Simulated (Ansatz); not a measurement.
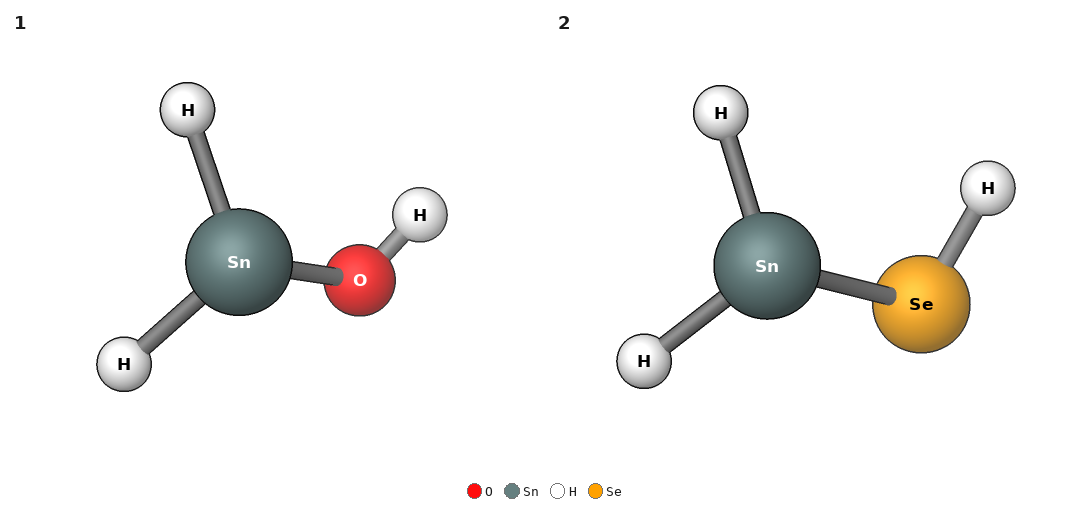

2 molecules with one skeleton, seen from the same side and at one scale. Each species is neutral and a spin doublet. Computed geometries: PBE0-D4/def2-TZVP optimisations, one conformation each. Properties computed with Ansatz 0.2.0. Elements past Kr carry core potentials.

One atom differs, called X below: O in panel 1, Se in panel 2. Their formulas are H3OSn (`[OH][SnH2]`), H3SeSn (`[SeH][SnH2]`).

### In which is the length of X–Sn larger (PBE0-D4/def2-TZVP)?

In panel 2 (X = Se).

### In which is the dipole moment larger (PBE0-D4/def2-TZVP)?

In panel 1 (X = O).

Give the values. With PBE0-D4/def2-TZVP: length of X–H (Å), length of X–Sn (Å), angle Sn–X–H (°), dipole moment (D), harmonic zero-point energy (kJ/mol).

```tsv
quantity	1 (O)	2 (Se)	2 − 1
length of X–H (Å)	0.960	1.469	+0.509
length of X–Sn (Å)	1.976	2.541	+0.565
angle Sn–X–H (°)	113.3	92.1	−21.2
dipole moment (D)	1.73	1.16	−0.57
harmonic zero-point energy (kJ/mol)	65.7	52.6	−13.1
```
